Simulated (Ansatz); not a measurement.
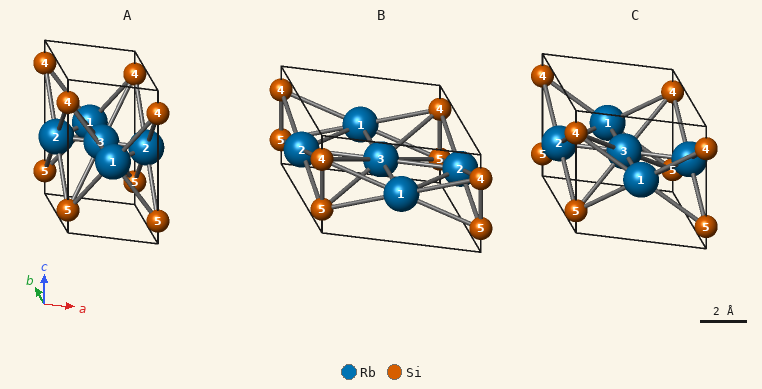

3 geometries from one relaxation of solid Rb3Si2 (a generated structure, set up in P6/mmm) (coarse preliminary run), in shuffled order. Style: ball-and-stick. Shown: the cell of the calculation, from a free direction.

These are results of Ansatz, DFT PBE, scalar-relativistic, plane waves, PAW, not measurements. (plane-wave cutoff 420 eV; k-point mesh 6 × 6 × 2; occupations gaussian; smearing width 0.1 eV; no spin polarisation; cell and atoms relaxed; force threshold 0.04 eV/Å; at most 70 steps)

Q: Put them in the order of the run, from the start to the converged end.

A: A, C, B. They are steps 0, 9, 27, at +7191 meV per atom, +730 meV per atom relative to the last. The largest moves relative to the cell, 0.45 Å, are those of Si4 and Si5. Si4 goes along −c. Rb stays in place. Cell: a = b 4.121 → 7.280 Å (+76.6 %), c 7.510 → 4.769 Å (−36.5 %). Volume +98.1 %. Among the contacts that change: Si4–Si5 5.277 → 2.444 Å, Rb1–Rb2 3.569 → 6.305 Å, Rb1–Rb2 (another image) 2.061 → 3.640 Å, Rb1–Si4 3.348 → 3.839 Å. The space group stays P6/mmm (No. 191). After 22 accepted moves (27 points after the start) the energy has fallen by 7191 meV per atom. The largest force component goes from 0.33 to 0.00053 eV/Å. The pressure goes from 106.35 to 0.02 GPa. The line search rejected the trial steps at points 15, 17, 25 of the run. The SCF was repeated twice at an unchanged geometry on a basis and grid sized afresh for the cell, which shifted the energy by 165 meV per atom at most. Cost: 65 s on 1 thread of AMD EPYC 7R43 64-Core Processor (Zen 3) (shared host), peak memory 0.48 GiB.

Limits of the set-up: the k-point mesh is coarse for a cell with partly filled bands.
